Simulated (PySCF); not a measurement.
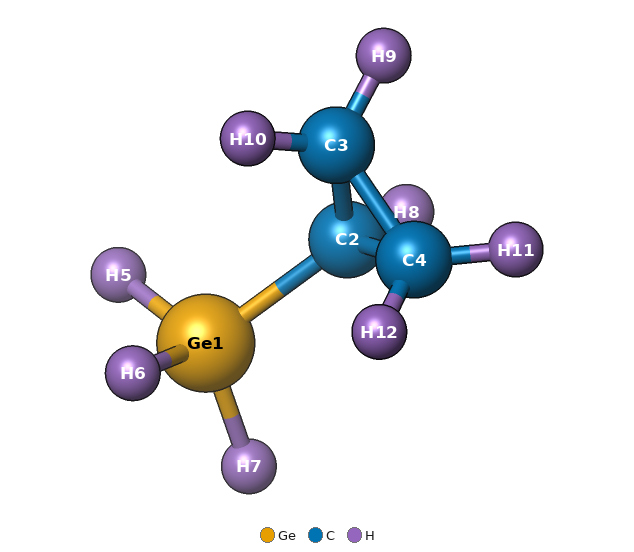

The computed structure is the end point of a PBE0-D3(BJ)/def2-SVP optimisation. No frequency run is at hand to confirm it as a minimum. Method: delta-SCF UKS SCAN, pcX-2 on the ionised atom, pcseg-1 elsewhere, spin-free X2C (PySCF 2.14.0).

Give the core-electron binding energies (to vacuum) of C2 1s, C3 1s.

```tsv
atom	level	binding energy (eV)
C2	1s	290.3
C3	1s	290.7
```
